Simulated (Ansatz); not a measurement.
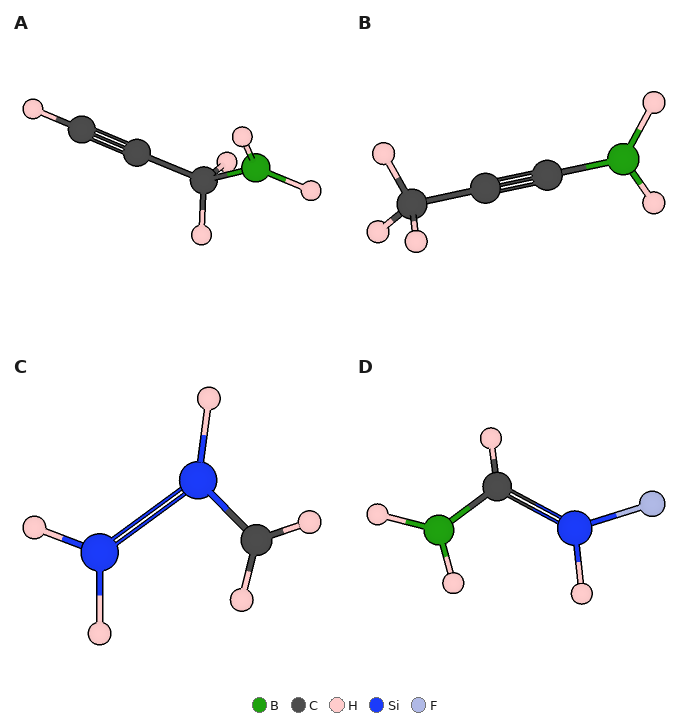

```sh
ansatz run in.yaml --threads 2 --pin off --events-out ev --progress --plain --max-ram 4352MiB
```

```yaml
crystal:
  periodic: [false, false, false]
  atoms:
    - {symbol: B, position_ang: [-0.398931, 0.905357, -1.150614]}
    - {symbol: C, position_ang: [0.291758, -0.327541, -0.484834]}
    - {symbol: C, position_ang: [0.161506, -0.488164, 0.948416]}
    - {symbol: C, position_ang: [0.042398, -0.604528, 2.137318]}
    - {symbol: H, position_ang: [-0.288827, 1.032294, -2.335559]}
    - {symbol: H, position_ang: [-1.020212, 1.706751, -0.521230]}
    - {symbol: H, position_ang: [1.353505, -0.293579, -0.775113]}
    - {symbol: H, position_ang: [-0.078332, -1.222323, -1.009316]}
    - {symbol: H, position_ang: [-0.062864, -0.708268, 3.190942]}
basis:
  gaussian: {orbitals: def2-TZVPP}
hamiltonian: {xc: {name: wB97M-V}}
```

Which picture belongs to the input above?

A. The file holds C3H5B, `BCC#C`.
